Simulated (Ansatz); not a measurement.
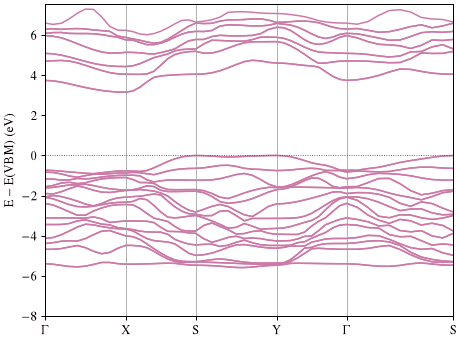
Figure: Band structure from plane-wave PAW r²SCAN+D4 with spin–orbit coupling (Ansatz code)

Question: Read off the gap and where the band edges lie.

Answer: About 3.1 eV (3.15 eV by a search for the band edges); maximum at Y, minimum at X.

The material is monolayer Ta₂O₅ (P2/m in the vacuum cell, 7 atoms; O with 2 neighbours (bent), Ta with 5 neighbours).

The layer was cut from a bulk entry of the Materials Project (measured or hypothetical); whether that bulk phase is the ambient one, and whether the layer has been isolated, was not checked. The cell was relaxed with r²SCAN+D4 under the symmetry of its start; whether a distortion lowers the energy is not shown. No spin polarisation was allowed.

Potentials: the later of the program's two PAW sets.
